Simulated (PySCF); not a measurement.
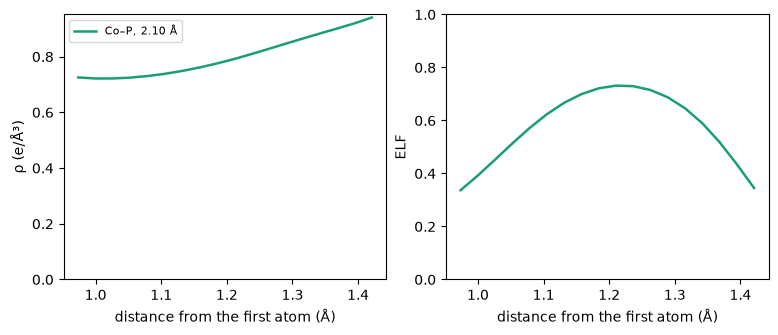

CoP (quintet). Electron density and ELF along straight lines between neighbouring atoms. The curves leave out the atomic cores.

All numbers below come from PBE0/x2c-TZVPPall, spin-free X2C-1e, Gaussian nucleus, at a bond length of 2.105 Å in PySCF 2.14.0.

```tsv
atom	x (Å)	y (Å)	z (Å)
Co	0.0000	0.0000	-0.7252
P	0.0000	0.0000	1.3798
```

### What can be read from the curves?

Co–P (2.10 Å): ρ is about 0.72 e/Å³ halfway; the ELF peaks at about 0.75 in the valence shell of P, 0.9 Å from its nucleus, and is about 0.50 at the midpoint.
